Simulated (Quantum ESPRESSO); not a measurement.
# Voltage at the next charge: Li(100), 5 layers against an electrode

How the rows were computed: Quantum ESPRESSO 7.5, PBE, GBRV ultrasoft; ESM with bc3, a metal electrode 6.03 Å above the top atoms; cell area 12.180 Å²; ions fixed. V is the potential energy of an electron at the electrode over the slab's Fermi level, divided by e, so that it equals the work function at zero charge; positive charge removes electrons.

```
charge (e a cell)  V (V)
                0  2.907
           0.0183  4.017
           0.0365  5.173
```

To predict: What is V at a charge of 0.0731 e, and what capacitance do the rows imply?

**Worked estimate.** The last two rows give dV/dq = (5.173 − 4.017)/(0.0365 − 0.0183) = 63.5 V/e, so C = 1602/(12.180 × 63.5) = 2.07 µF/cm², an effective gap of 8.854/2.07 = 4.28 Å. At constant C, V = 5.173 + 63.5 × 0.0366 = 7.50 V.

What the calculation gave: V = 7.615 V; the estimate misses by −0.12 V, 4.8 % of the step. Over the three intervals C goes 2.17, 2.07 and 1.97 µF/cm²: it falls as electrons leave, the surface charge drawing back towards the atoms.

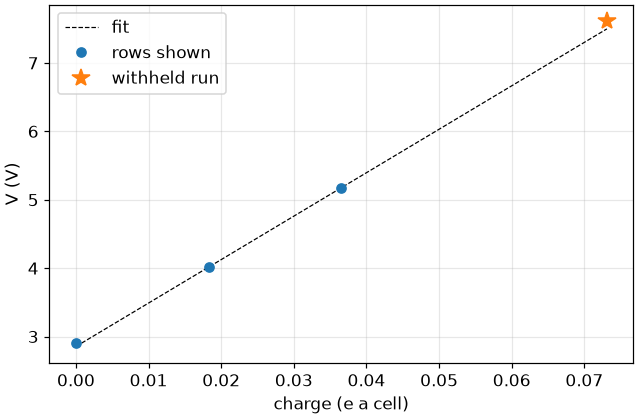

The rows shown, the fit and the withheld run.

**Limits.** Vacuum fills the gap; a dielectric or electrolyte would change C. The slab is thin.

[Logs are printed without paths, hosts, clocks, repeated set-up lines and the standing remarks that a program may print on its own settings, such as how far it seeks lower states.]
